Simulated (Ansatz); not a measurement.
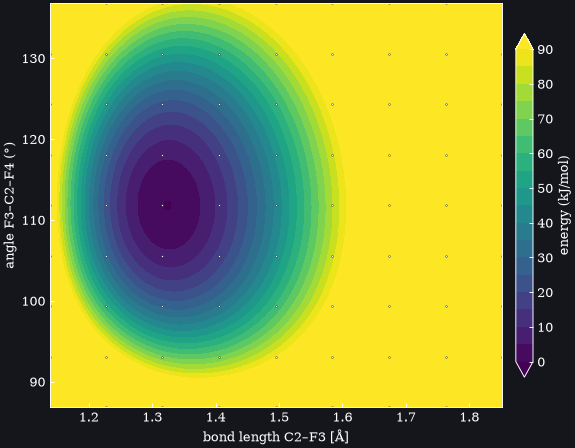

CBF₂, SMILES [B]=C(F)F, spin multiplicity 2. 
- The first coordinate is: bond length C2–F3; the second: angle F3–C2–F4.
- Nothing is relaxed (all other coordinates rigid).
- The scan uses a 9 × 9 grid.
- Points are written as (first, second).
- All energies are given in kJ/mol relative to the lowest grid point.
- Theory: UKS PBE-D4/def2-SVP (Ansatz 0.2.0).

Drawn: filled contours, dots at the grid points, one colour for all values above the top of the scale. Between grid points the surface is interpolated.

Question: Estimate the position of the minimum and the force constants in these coordinates.

Answer: The interpolated minimum is at bond length C2–F3 ≈ 1.322 Å, angle F3–C2–F4 ≈ 111.8°. The curvatures there are about 40 eV/Å² and 11 eV/rad², with a cross term of about 0 eV/(Å·rad). Round the minimum the two coordinates are nearly uncoupled. (1 eV is 96.5 kJ/mol.)
